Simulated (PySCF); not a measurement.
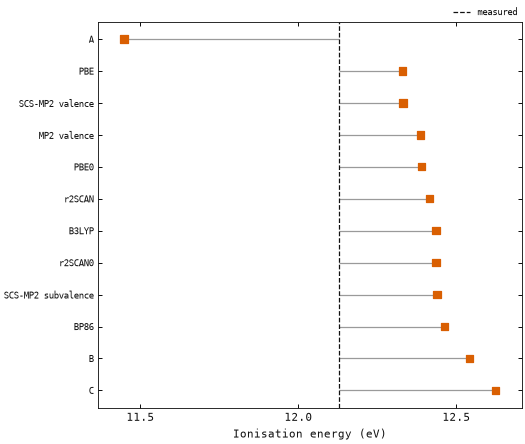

The ionisation energy of neutral xenon ([Xe] → [Kr] 4d¹⁰ 5s² 5p⁵) by several methods, in rising order. PySCF, x2c-QZVPPall plus 1 diffuse shell for each l, spin-free X2C-1e, unrestricted single determinants, no spin-orbit coupling. Methods marked “valence” freeze 46 core electrons; methods marked “subvalence” freeze 28 core electrons. The lettered entries are HF, LDA and MP2 subvalence in some order.

Question: Which letter is which method?

Answer: A is HF (11.45 eV); B is MP2 subvalence (12.54 eV); C is LDA (12.62 eV). The values run from 11.45 eV (HF) to 12.62 eV (LDA). The measured value is 12.13 eV; nearest to it come PBE (+0.20) and SCS-MP2 valence (+0.20), furthest HF (−0.68 eV). These values lack spin-orbit coupling; with the first-order correction of −0.41 eV added, MP2 subvalence comes nearest (+0.00).
